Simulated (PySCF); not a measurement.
## EPR calculation of C₃H₂FO

The run: EPR calculation of C₃H₂FO, multiplicity 2. Method and program: UKS B3LYP, pcH-1 on C F H O, non-relativistic, mean-field spin-orbit, GIAO (PySCF 2.14.0).

It belongs to a series of runs on one base structure; here: H removed from sp2 C.

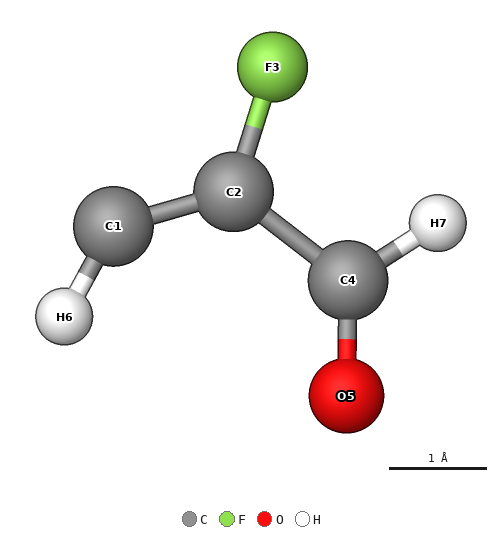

*The structure (ball-and-stick view, seen on its broad side; atoms are numbered from 1 in the order of the input).*

Input file
```
{"job": {"kind": "epr", "basis": "pcH-1"}, "charge": 0, "multiplicity": 2}
C      0.900022     0.444637     1.145564
C      0.550724    -0.205651     0.077219
F      1.356730    -1.087798    -0.555410
C     -0.766998    -0.106390    -0.632726
O     -1.692841     0.578668    -0.326700
H      0.427796     1.159455     1.775832
H     -0.772100    -0.778017    -1.510857
```

The first line tells a small driver script what to run in PySCF; the rest is the geometry in Å.

Launched with:
```bash
OMP_NUM_THREADS=1 python <driver script> task.json out
```

What the program printed
```
UKS, coarse grid
  cycle   1  E = -290.32011037  |g| = 6.40e-01
  cycle   2  E = -289.29254113  |g| = 1.63e+00
  cycle   3  E = -290.42185464  |g| = 2.96e-01
  cycle   4  E = -290.46674380  |g| = 9.02e-02
  cycle   5  E = -290.46999934  |g| = 5.38e-02
  cycle   6  E = -290.47134324  |g| = 1.60e-02
  cycle   7  E = -290.47149796  |g| = 6.24e-03
  cycle   8  E = -290.47153747  |g| = 2.86e-03
  cycle   9  E = -290.47155498  |g| = 1.55e-03
  cycle  10  E = -290.47156113  |g| = 7.71e-04
UKS, final grid
  cycle   1  E = -290.47158564  |g| = 6.78e-04
  cycle   2  E = -290.47158611  |g| = 9.29e-04
  cycle   3  E = -290.47158655  |g| = 3.28e-04
  cycle   4  E = -290.47158676  |g| = 2.48e-04
  cycle   5  E = -290.47158695  |g| = 1.31e-04
  cycle   6  E = -290.47158696  |g| = 2.52e-05
  cycle   7  E = -290.47158696  |g| = 9.82e-06
E = -290.47158696 Eh   <S^2> = 0.7630 (exact 0.7500)
g shifts (ppm)      1          2          3
  rmc          -147       -147       -147
  gc             28         12         14
  oz_so       -1099        153        382
  total       -1218         18        249
hyperfine (MHz)  atom isotope    a_iso     a_fc   dipolar eigenvalues
    0   13C     322.16     322.16    -85.01    -58.64    143.65
    1   13C     -44.50     -44.50    -23.75     -2.25     26.00
    2   19F     122.90     122.90   -107.35    -34.94    142.29
    3   13C      40.15      40.15     -6.91     -3.94     10.85
    4   17O       0.53       0.53     -5.55     -3.51      9.06
    5    1H      12.65      12.65    -33.29     -9.24     42.53
    6    1H      46.37      46.37     -3.03     -1.04      4.07
```

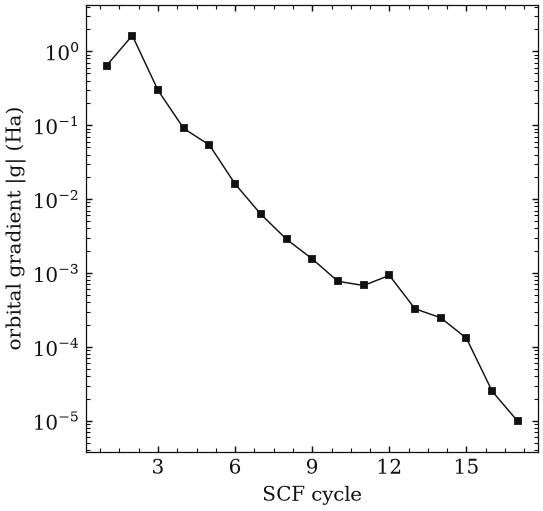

*Convergence of the self-consistent field: orbital gradient |g| against the SCF cycle.*

All cycles printed in the log are drawn one after another.

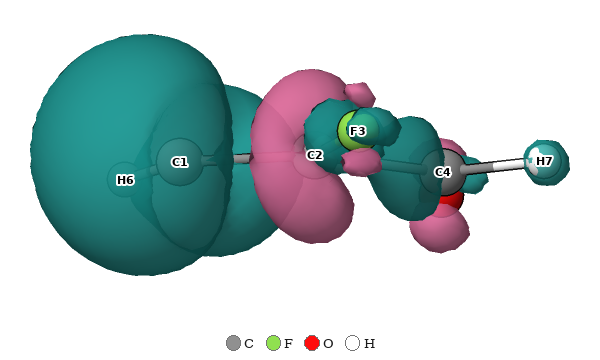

*Isosurfaces of the spin density at +0.03 (teal) and −0.03 e/Å³ (pink), seen from the side.*

The unpaired spin (1 electron) lies mostly on C1 (about 0.8), in electrons by Hirshfeld's partition.

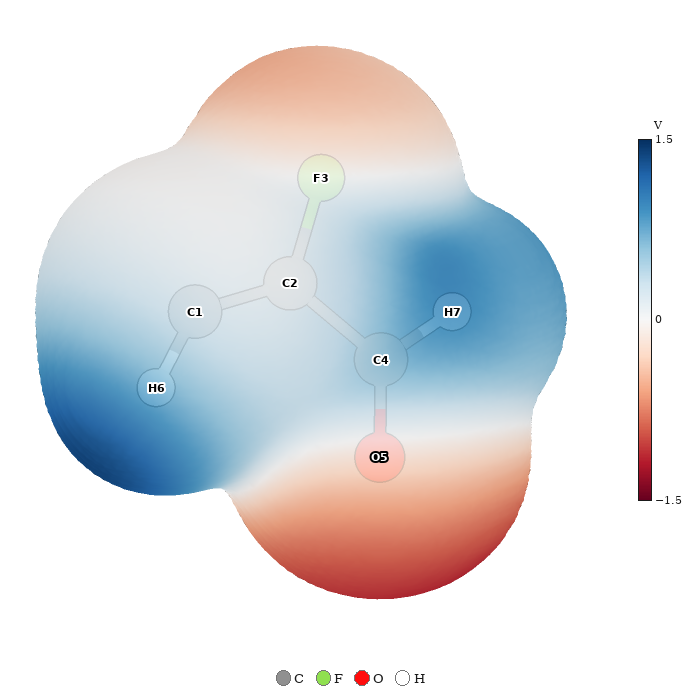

*The electrostatic potential painted on the density surface at 0.001 e/bohr³, seen at a tilt; red is negative and blue positive.*

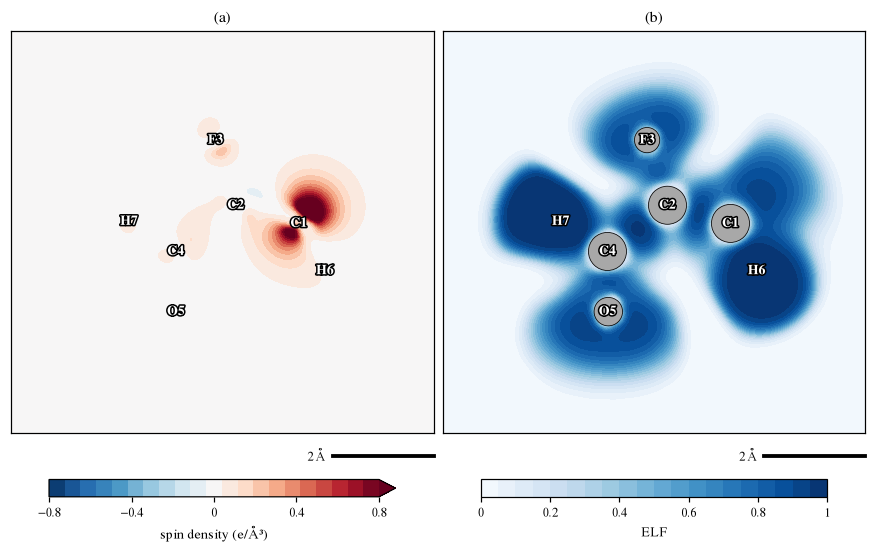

*(a) spin density (α minus β); (b) electron localisation function on the molecular plane. Grey discs, where drawn, cover atomic cores.*

Atoms in the plane: C, F, O and H. C–O (1.19 Å): the ELF peaks at about 0.85 between the atoms (a multiple bond by its length, whose ELF region spreads away from the axis). C–C (1.30 Å): the ELF peaks at about 0.90 between the atoms; a multiple bond by its length, whose ELF region spreads away from the axis. C–F (1.35 Å): the ELF peaks at about 0.85 between the atoms (a shared but strongly polarised pair). C–C (1.50 Å): the ELF peaks at about 0.95 between the atoms (a shared electron pair). The unpaired spin (1 electron) lies mostly on C1 (about 0.8), in electrons by Hirshfeld's partition.

Results in brief

```csv
quantity,value
outcome,converged
total energy,−290.471587 hartree
⟨S²⟩,0.763
isotropic g,2.0020
hardware,"1 CPU thread, shared host"
wall time,15 s
peak memory,0.5 GiB
```
